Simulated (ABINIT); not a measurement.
# A GW chain in ABINIT: LiF (Griceite)

Aim: the G0W0 gap of LiF (Griceite) on PBE, step by step.

Main program and level: ABINIT 10.8.3; PBE and many-body steps on it, plane waves.

## (1) The structure

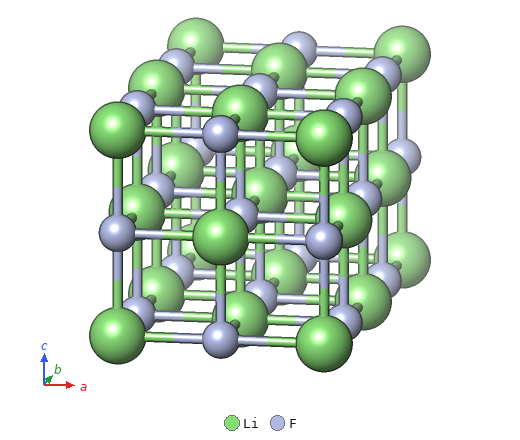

The cell as given, slightly off an axis (lithium green, fluorine light blue). 1×2×1 cells are drawn. This picture shows the conventional cell, with its axes. Some periodic images of atoms are drawn too.

The cell and positions come from the Crystallography Open Database and are kept as given unless a step says otherwise.

## (2) Ground state

This step: ABINIT 10.8.3; DFT, PBE, plane waves, norm-conserving pseudopotentials.

The ground-state density comes first.

File run.abi:

```
acell 3*1.0 Angstrom
rprim 
  -0.000000000000 2.014000000000 2.014000000000
  2.014000000000 -0.000000000000 2.014000000000
  2.014000000000 2.014000000000 -0.000000000000
ntypat 2
znucl 3 9
natom 2
typat 1 2
xred 
  0.000000000000 0.000000000000 0.000000000000
  0.500000000000 0.500000000000 0.500000000000
pp_dirpath "pseudos"
pseudos "Li.upf, F.upf"
ecut 36
ngkpt 8 8 8
nshiftk 1
shiftk 0 0 0
kptopt 1
chksymbreak 0
nband 10
occopt 1
tolvrs 1e-10
nstep 60
prtwf 0
optforces 0
optstress 0
indata_prefix "in"
outdata_prefix "out"
tmpdata_prefix "tmp"
```

Command:

```bash
$ OMP_NUM_THREADS=1 mpirun -n 4 abinit run.abi > log
```

Numbers of over 12 decimals in the logs are rounded to 6 here.

The log of the run:

```text
.Version 10.8.3 of ABINIT. v10.8.2 released Aug 2026.

 Symmetries : space group Fm -3 m (#225); Bravais cF (face-center cubic)
================================================================================
 Values of the parameters that define the memory need of the present run
     intxc =       0    ionmov =       0      iscf =       7    lmnmax =       5
     lnmax =       5     mgfft =      30  mpssoang =       3    mqgrid =    3001
     natom =       2  nloc_mem =       1    nspden =       1   nspinor =       1
    nsppol =       1      nsym =      48    n1xccc =    2501    ntypat =       2
    occopt =       1   xclevel =       2
-    mband =          10        mffmem =           1         mkmem =           8
       mpw =        1155          nfft =       27000          nkpt =          29
================================================================================
  Rough estimation (10% accuracy) of disk space for files :
================================================================================

--------------------------------------------------------------------------------
------------- Echo of variables that govern the present computation ------------
--------------------------------------------------------------------------------
 -outvars: echo values of preprocessed input variables --------
            acell      1.8897261259E+00  1.8897261259E+00  1.8897261259E+00 Bohr

      chksymbreak           0
             ecut      3.60000000E+01 Hartree
-          fftalg         312

              ixc     -101130
              kpt      0.00000000E+00  0.00000000E+00  0.00000000E+00
                       1.25000000E-01  0.00000000E+00  0.00000000E+00
                       2.50000000E-01  0.00000000E+00  0.00000000E+00
                       3.75000000E-01  0.00000000E+00  0.00000000E+00
                       5.00000000E-01  0.00000000E+00  0.00000000E+00
                       1.25000000E-01  1.25000000E-01  0.00000000E+00
                       2.50000000E-01  1.25000000E-01  0.00000000E+00
                       3.75000000E-01  1.25000000E-01  0.00000000E+00
                       5.00000000E-01  1.25000000E-01  0.00000000E+00
   [... 18 further rows ...]
                      -3.75000000E-01  5.00000000E-01  1.25000000E-01
                      -2.50000000E-01  5.00000000E-01  2.50000000E-01
         kptrlatt        8    0    0      0    8    0      0    0    8
          kptrlen      4.30589384E+01
P           mkmem           8
            natom           2
            nband          10
            ngfft          30      30      30
             nkpt          29
            nstep          60
             nsym          48
           ntypat           2
              occ      2.000000  2.000000  2.000000  2.000000  2.000000  0.000000
                       0.000000  0.000000  0.000000  0.000000
        optforces           0
        optstress           0
            prtwf           0
            rprim     -0.0000000000E+00  2.0140000000E+00  2.0140000000E+00
[...]
spgroup         225

           tolvrs      1.00000000E-10

             xred      0.0000000000E+00  0.0000000000E+00  0.0000000000E+00
[...]
znucl        3.00000    9.00000

================================================================================

 chkinp: Checking input parameters for consistency.

================================================================================
== DATASET  1 ==================================================================
-   mpi_nproc: 4, omp_nthreads: 1 (-1 if OMP is not activated)

--- !DatasetInfo
iteration_state: {dtset: 1, }
dimensions: {natom: 2, nkpt: 29, mband: 10, nsppol: 1, nspinor: 1, nspden: 1, mpw: 1155, }
cutoff_energies: {ecut:  36.0, pawecutdg:  -1.0, }
electrons: {nelect:   1.00000000E+01, charge:   0.00000000E+00, occopt:   1.00000000E+00, tsmear:   1.00000000E-02, }

 Real(R)+Recip(G) space primitive vectors, cartesian coordinates (Bohr,Bohr^-1):
 R(1)=  0.0000000  3.8059084  3.8059084  G(1)= -0.1313747  0.1313747  0.1313747
 R(2)=  3.8059084  0.0000000  3.8059084  G(2)=  0.1313747 -0.1313747  0.1313747
 R(3)=  3.8059084  3.8059084  0.0000000  G(3)=  0.1313747  0.1313747 -0.1313747
 Unit cell volume ucvol=  1.1025670E+02 bohr^3
 Angles (23,13,12)=  6.00000000E+01  6.00000000E+01  6.00000000E+01 degrees

 getcut: wavevector=  0.0000  0.0000  0.0000  ngfft=  30  30  30
         ecut(hartree)=     36.000   => boxcut(ratio)=   2.06592

--- Pseudopotential description ------------------------------------------------
- Li Generated using ONCVPSP code by D. R. Hamann
-  3.00000   3.00000  171031                  znucl, zion, pspdat
12 -101130 1 -1 1944                          pspcod,pspxc,lmax,lloc,mmax
     nproj     2     2     0
  pspatm : epsatm=    2.74360059
         --- l  ekb(1:nproj) -->
[...]
pspatm: atomic psp has been read  and splines computed

- F Generated using ONCVPSP code by D. R. Hamann
-  9.00000   7.00000  171031                  znucl, zion, pspdat
12 -101130 2 -1 832                           pspcod,pspxc,lmax,lloc,mmax
     nproj     2     2     1
  pspatm : epsatm=    4.87625608
         --- l  ekb(1:nproj) -->
[...]
1   -3.955629   -1.291931
             2   -2.441503
 pspatm: atomic psp has been read  and splines computed

   7.61985667E+01                                ecore*ucvol(ha*bohr**3)
--------------------------------------------------------------------------------

_setup2: Arith. and geom. avg. npw (full set) are    1137.021    1137.006

================================================================================

--- !BeginCycle
iteration_state: {dtset: 1, }
solver: {iscf: 7, nstep: 60, nline: 4, wfoptalg: 0, }
tolerances: {tolvrs: 1.00E-10, }

     iter   Etot(hartree)      deltaE(h)  residm     vres2
 ETOT  1  -31.947926793313    -3.195E+01 1.669E-01 1.045E+02
 ETOT  2  -31.964561375793    -1.663E-02 8.094E-04 7.177E+01
 ETOT  3  -31.990029328046    -2.547E-02 1.499E-03 2.299E+00
 ETOT  4  -31.990759094639    -7.298E-04 6.646E-04 9.345E-03
 ETOT  5  -31.990761378694    -2.284E-06 1.832E-04 1.498E-04
 ETOT  6  -31.990761394038    -1.534E-08 9.196E-05 6.269E-06
 ETOT  7  -31.990761394117    -7.883E-11 1.076E-04 1.867E-08
 ETOT  8  -31.990761394121    -4.121E-12 4.822E-05 1.008E-10
 ETOT  9  -31.990761394121    -2.665E-13 5.416E-05 1.898E-12

 At SCF step    9       vres2   =  1.90E-12 < tolvrs=  1.00E-10 =>converged.

--- !ResultsGS
iteration_state: {dtset: 1, }
comment   : Summary of ground state results
lattice_vectors:
- [ -0.0000000,   3.8059084,   3.8059084, ]
- [  3.8059084,  -0.0000000,   3.8059084, ]
- [  3.8059084,   3.8059084,  -0.0000000, ]
lattice_lengths: [   5.38237,    5.38237,    5.38237, ]
lattice_angles: [ 60.000,  60.000,  60.000, ] # degrees, (23, 13, 12)
lattice_volume:   1.1025670E+02
convergence: {deltae: -2.665E-13, res2:  1.898E-12, residm:  5.416E-05, diffor:  0.000E+00, }
etotal    :  -3.19907614E+01
entropy   :   0.00000000E+00
fermie    :  -3.57929276E-02
cartesian_stress_tensor: null
pressure_GPa: null
xred      :
- [  0.0000E+00,   0.0000E+00,   0.0000E+00, Li]
- [  5.0000E-01,   5.0000E-01,   5.0000E-01,  F]
cartesian_forces: null
force_length_stats: {min: null, max: null, mean: null, }

 Integrated electronic density in atomic spheres:
 ------------------------------------------------
 Atom  Sphere_radius  Integrated_density
    1        2.00000          2.33072837
    2        2.00000          7.09534579
================================================================================

 ----iterations are completed or convergence reached----

 Mean square residual over all n,k,spin=   30.366E-08; max=  54.155E-06
 reduced coordinates (array xred) for    2 atoms
       0.000000000000      0.000000000000      0.000000000000
       0.500000000000      0.500000000000      0.500000000000
 rms dE/dt=  0.0000E+00; max dE/dt=  0.0000E+00; dE/dt below (all hartree)
    1       0.000000000000      0.000000000000      0.000000000000
    2       0.000000000000      0.000000000000      0.000000000000

 cartesian coordinates (angstrom) at end:
    1      0.000000     0.000000     0.000000
    2      2.014000     2.014000     2.014000
 length scales=  1.889726125908  1.889726125908  1.889726125908 bohr
              =  1.000000000000  1.000000000000  1.000000000000 angstroms
 prteigrs : about to open file out_EIG
 Fermi (or HOMO) energy (hartree) =  -0.03579   Average Vxc (hartree)=  -0.36444
 Eigenvalues (hartree) for nkpt=  29  k points:
 kpt#   1, nband= 10, wtk=  0.00195, kpt=  0.0000  0.0000  0.0000 (reduced coord)
  -1.53679   -0.76691   -0.03579   -0.03579   -0.03579    0.29916    0.84586    0.84586
   0.84586    0.86111
 prteigrs : prtvol=0 or 1, do not print more k-points.

--- !EnergyTerms
iteration_state     : {dtset: 1, }
comment             : Components of total free energy in Hartree
kinetic             :  2.15157252958555E+01
hartree             :  8.33874810505752E+00
xc                  : -7.30237829568626E+00
Ewald energy        : -2.04741383175823E+01
psp_core            :  6.91101453022233E-01
local_psp           : -2.75093152449752E+01
non_local_psp       : -7.25050438981244E+00
total_energy        : -3.19907613941210E+01
total_energy_eV     : -8.70512964598444E+02
band_energy         : -5.03991163694277E+00

== END DATASET(S) ==============================================================
================================================================================

 -outvars: echo values of variables after computation  --------
           etotal     -3.1990761394E+01
            nband          10
             nkpt          29
          spgroup         225
 [... the other variables as echoed above ...]

 Calculation completed.
```

Wall time 8 s (4 MPI ranks of Intel Xeon Platinum 8375C at 2.90GHz (Ice Lake), shared host); peak memory 0.28 GiB; 31 s of CPU time.

Numbers from this step:

```yaml
total_energy: -870.5130 eV
gap: 9.114 eV
k_of_the_valence_top: 0, 0, 0
k_of_the_conduction_bottom: 0, 0, 0
least_direct_gap: 9.114 eV
```

The gap is direct, at Γ.

## (3) Bands along the symmetry lines

Levels along a band path, at the cheap level, show where the edges lie and whether the meshes to come will hold them.

File run.abi:

```
acell 3*1.0 Angstrom
rprim 
  -0.000000000000 2.014000000000 2.014000000000
  2.014000000000 -0.000000000000 2.014000000000
  2.014000000000 2.014000000000 -0.000000000000
ntypat 2
znucl 3 9
natom 2
typat 1 2
xred 
  0.000000000000 0.000000000000 0.000000000000
  0.500000000000 0.500000000000 0.500000000000
pp_dirpath "pseudos"
pseudos "Li.upf, F.upf"
ecut 36
iscf -2
irdden 1
kptopt 0
nkpt 50
kpt 
  0.00000000 0.00000000 0.00000000
  0.06250000 0.00000000 0.06250000
  0.12500000 0.00000000 0.12500000
  0.18750000 0.00000000 0.18750000
  0.25000000 0.00000000 0.25000000
  0.31250000 0.00000000 0.31250000
  0.37500000 0.00000000 0.37500000
  0.43750000 0.00000000 0.43750000
  0.50000000 0.00000000 0.50000000
  0.51562500 0.03125000 0.51562500
  0.53125000 0.06250000 0.53125000
  0.54687500 0.09375000 0.54687500
  0.56250000 0.12500000 0.56250000
  0.57812500 0.15625000 0.57812500
  0.59375000 0.18750000 0.59375000
  0.60937500 0.21875000 0.60937500
  0.62500000 0.25000000 0.62500000
  0.37500000 0.37500000 0.75000000
  0.32812500 0.32812500 0.65625000
  0.28125000 0.28125000 0.56250000
  0.23437500 0.23437500 0.46875000
  0.18750000 0.18750000 0.37500000
  0.14062500 0.14062500 0.28125000
  0.09375000 0.09375000 0.18750000
  0.04687500 0.04687500 0.09375000
  0.00000000 0.00000000 0.00000000
  0.06250000 0.06250000 0.06250000
  0.12500000 0.12500000 0.12500000
  0.18750000 0.18750000 0.18750000
  0.25000000 0.25000000 0.25000000
  0.31250000 0.31250000 0.31250000
  0.37500000 0.37500000 0.37500000
  0.43750000 0.43750000 0.43750000
  0.50000000 0.50000000 0.50000000
  0.50000000 0.46875000 0.53125000
  0.50000000 0.43750000 0.56250000
  0.50000000 0.40625000 0.59375000
  0.50000000 0.37500000 0.62500000
  0.50000000 0.34375000 0.65625000
  0.50000000 0.31250000 0.68750000
  0.50000000 0.28125000 0.71875000
  0.50000000 0.25000000 0.75000000
  0.50000000 0.21875000 0.71875000
  0.50000000 0.18750000 0.68750000
  0.50000000 0.15625000 0.65625000
  0.50000000 0.12500000 0.62500000
  0.50000000 0.09375000 0.59375000
  0.50000000 0.06250000 0.56250000
  0.50000000 0.03125000 0.53125000
  0.50000000 0.00000000 0.50000000
istwfk *1
nband 12
nbdbuf 2
tolwfr 1e-08
nstep 40
prtwf 0
prtvol 0
indata_prefix "in"
outdata_prefix "out"
tmpdata_prefix "tmp"
```

The log of the run:

```text
.Version 10.8.3 of ABINIT. v10.8.2 released Aug 2026.

 Symmetries : space group Fm -3 m (#225); Bravais cF (face-center cubic)
[... echo of the input left out ...]
== DATASET  1 ==================================================================
-   mpi_nproc: 4, omp_nthreads: 1 (-1 if OMP is not activated)

--- !DatasetInfo
iteration_state: {dtset: 1, }
dimensions: {natom: 2, nkpt: 50, mband: 12, nsppol: 1, nspinor: 1, nspden: 1, mpw: 1159, }
cutoff_energies: {ecut:  36.0, pawecutdg:  -1.0, }
electrons: {nelect:   1.00000000E+01, charge:   0.00000000E+00, occopt:   1.00000000E+00, tsmear:   1.00000000E-02, }

 Real(R)+Recip(G) space primitive vectors, cartesian coordinates (Bohr,Bohr^-1):
 R(1)=  0.0000000  3.8059084  3.8059084  G(1)= -0.1313747  0.1313747  0.1313747
 R(2)=  3.8059084  0.0000000  3.8059084  G(2)=  0.1313747 -0.1313747  0.1313747
 R(3)=  3.8059084  3.8059084  0.0000000  G(3)=  0.1313747  0.1313747 -0.1313747
 Unit cell volume ucvol=  1.1025670E+02 bohr^3
 Angles (23,13,12)=  6.00000000E+01  6.00000000E+01  6.00000000E+01 degrees

 getcut: wavevector=  0.0000  0.0000  0.0000  ngfft=  30  30  30
         ecut(hartree)=     36.000   => boxcut(ratio)=   2.06592

--- Pseudopotential description ------------------------------------------------
- Li Generated using ONCVPSP code by D. R. Hamann
-  3.00000   3.00000  171031                  znucl, zion, pspdat
12 -101130 1 -1 1944                          pspcod,pspxc,lmax,lloc,mmax
     nproj     2     2     0
  pspatm : epsatm=    2.74360059
         --- l  ekb(1:nproj) -->
             0   -4.951544   -1.544797
             1   -2.250661   -0.474685
 pspatm: atomic psp has been read  and splines computed

- F Generated using ONCVPSP code by D. R. Hamann
-  9.00000   7.00000  171031                  znucl, zion, pspdat
12 -101130 2 -1 832                           pspcod,pspxc,lmax,lloc,mmax
     nproj     2     2     1
  pspatm : epsatm=    4.87625608
         --- l  ekb(1:nproj) -->
             0    6.519403    1.070094
[...]
2   -2.441503
 pspatm: atomic psp has been read  and splines computed

--------------------------------------------------------------------------------

================================================================================
 prteigrs : about to open file out_EIG
 Non-SCF case, kpt    1 (  0.00000  0.00000  0.00000), residuals and eigenvalues=
  1.01E-09  5.13E-09  2.60E-09  1.11E-09  8.69E-09  1.41E-09  9.90E-09  7.00E-09
  1.85E-09  5.34E-09  6.62E-09  9.18E-09
 -1.5368E+00 -7.6691E-01 -3.5793E-02 -3.5793E-02 -3.5793E-02  2.9916E-01
  8.4586E-01  8.4586E-01  8.4586E-01  8.6111E-01  8.6111E-01  8.6111E-01
 Non-SCF case, kpt    2 (  0.06250  0.00000  0.06250), residuals and eigenvalues=
  7.00E-10  3.41E-09  2.30E-09  9.27E-10  3.83E-09  4.76E-09  3.59E-09  3.69E-09
  1.57E-09  1.30E-09  2.62E-09  8.07E-09
 -1.5367E+00 -7.6616E-01 -3.9580E-02 -3.7234E-02 -3.7234E-02  3.0512E-01
[...]
Non-SCF case, kpt    3 (  0.12500  0.00000  0.12500), residuals and eigenvalues=
  1.03E-09  1.65E-09  4.83E-09  2.59E-09  8.93E-09  7.28E-09  2.62E-09  4.56E-09
  9.81E-10  6.45E-09  2.43E-08  1.31E-07
[...]
Non-SCF case, kpt   49 (  0.50000  0.03125  0.53125), residuals and eigenvalues=
[...]
Non-SCF case, kpt   50 (  0.50000  0.00000  0.50000), residuals and eigenvalues=
[...]
-1.5341E+00 -7.4133E-01 -1.4541E-01 -7.2167E-02 -7.2167E-02  5.0889E-01
  5.7222E-01  6.0688E-01  7.0865E-01  7.0865E-01  1.1915E+00  1.3727E+00

--- !ResultsGS
iteration_state: {dtset: 1, }
comment   : Summary of ground state results
lattice_vectors:
- [ -0.0000000,   3.8059084,   3.8059084, ]
- [  3.8059084,  -0.0000000,   3.8059084, ]
- [  3.8059084,   3.8059084,  -0.0000000, ]
lattice_lengths: [   5.38237,    5.38237,    5.38237, ]
lattice_angles: [ 60.000,  60.000,  60.000, ] # degrees, (23, 13, 12)
lattice_volume:   1.1025670E+02
convergence: {deltae:  0.000E+00, res2:  0.000E+00, residm:  9.983E-09, diffor:  0.000E+00, }
etotal    :  -3.19907614E+01
entropy   :   0.00000000E+00
fermie    :  -3.57929276E-02
cartesian_stress_tensor: null
pressure_GPa: null
xred      :
- [  0.0000E+00,   0.0000E+00,   0.0000E+00, Li]
- [  5.0000E-01,   5.0000E-01,   5.0000E-01,  F]
cartesian_forces: null
force_length_stats: {min: null, max: null, mean: null, }

 Integrated electronic density in atomic spheres:
 ------------------------------------------------
 Atom  Sphere_radius  Integrated_density
[...]
================================================================================

 ----iterations are completed or convergence reached----

 Mean square residual over all n,k,spin=   34.951E-10; max=  99.834E-10
 reduced coordinates (array xred) for    2 atoms
       0.000000000000      0.000000000000      0.000000000000
       0.500000000000      0.500000000000      0.500000000000

 cartesian coordinates (angstrom) at end:
[...]
length scales=  1.889726125908  1.889726125908  1.889726125908 bohr
              =  1.000000000000  1.000000000000  1.000000000000 angstroms
 prteigrs : about to open file out_EIG
 Eigenvalues (hartree) for nkpt=  50  k points:
 kpt#   1, nband= 12, wtk=  1.00000, kpt=  0.0000  0.0000  0.0000 (reduced coord)
[...]
kpt#   2, nband= 12, wtk=  1.00000, kpt=  0.0625  0.0000  0.0625 (reduced coord)
[...]
kpt#   3, nband= 12, wtk=  1.00000, kpt=  0.1250  0.0000  0.1250 (reduced coord)
[...]
kpt#  49, nband= 12, wtk=  1.00000, kpt=  0.5000  0.0313  0.5313 (reduced coord)
  -1.53409   -0.74137   -0.14480   -0.07300   -0.07190    0.50895    0.56927    0.60688
   0.70719    0.71517    1.19294    1.37836
 kpt#  50, nband= 12, wtk=  1.00000, kpt=  0.5000  0.0000  0.5000 (reduced coord)
  -1.53409   -0.74133   -0.14541   -0.07217   -0.07217    0.50889    0.57222    0.60688
   0.70865    0.70865    1.19154    1.37274

== END DATASET(S) ==============================================================
================================================================================

 -outvars: echo values of variables after computation  --------
            nband          12
             nkpt          50
          spgroup         225
 [... the other variables as echoed above ...]

 Calculation completed.
```

Elapsed: 4.8 s, on 4 MPI ranks; peak memory 0.27 GiB; 18 s of CPU time.

Numbers from this step:

| Property | Result |
| --- | --- |
| gap | 9.114 eV |
| k of the valence top | 0.0469, 0.0469, 0.0938 |
| k of the conduction bottom | 0, 0, 0 |
| least direct gap | 9.114 eV |

The gap is 9.114 eV, −0.001 eV from the run before at this level.

The electronic bands at the labelled points (eV, zero at the top of the highest filled band; v1 is the highest filled band, c1 the lowest empty one):

| point | v4 | v3 | v2 | v1 | c1 | c2 | c3 | c4 |
| --- | --- | --- | --- | --- | --- | --- | --- | --- |
| Γ | -19.90 | 0.00 | 0.00 | 0.00 | 9.11 | 23.99 | 23.99 | 23.99 |
| X | -19.20 | -2.98 | -0.99 | -0.99 | 14.82 | 16.54 | 17.49 | 20.26 |
| U | -19.24 | -2.48 | -1.55 | -0.73 | 14.53 | 14.92 | 18.45 | 19.69 |
| jump to K | -19.24 | -2.48 | -1.55 | -0.73 | 14.53 | 14.92 | 18.45 | 19.69 |
| Γ | -19.90 | 0.00 | 0.00 | 0.00 | 9.11 | 23.99 | 23.99 | 23.99 |
| L | -19.46 | -2.50 | -0.23 | -0.23 | 10.83 | 16.74 | 18.94 | 18.94 |
| W | -19.23 | -2.06 | -2.06 | -0.79 | 15.08 | 15.08 | 17.48 | 19.28 |
| X | -19.20 | -2.98 | -0.99 | -0.99 | 14.82 | 16.54 | 17.49 | 20.26 |

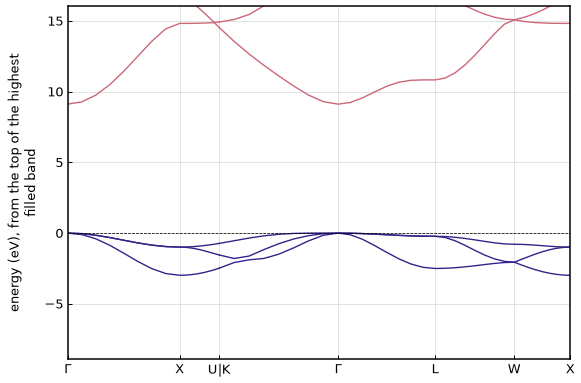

Electronic bands along the path; lines of filled and empty bands in two colours.

(Continued in part 2 of 2.)

[Paths, hosts, dates, memory and timing lines, banners, echoed tables and standing remarks are left out of the program output.]

[Logs are printed without paths, hosts, clocks, repeated set-up lines and the standing remarks that a program may print on its own settings, such as how far it seeks lower states.]

[Runs of the session that timed out or met a known fault of the program may be left out.]

[Hosts, paths, dates, database ids (printed as entryN), source tags and the programs' standing remarks are cut or masked in the printed files.]

[G0W0 gaps are taken among the corrected bands and points alone; a level outside them can change the order at an edge.]

[Where Ansatz stands beside ABINIT at settings called matched, ABINIT's density can come from a denser mesh and the files from another edition; pairs whose starting gaps differed by over 0.03 eV were left out, so agreement reads better than it is.]
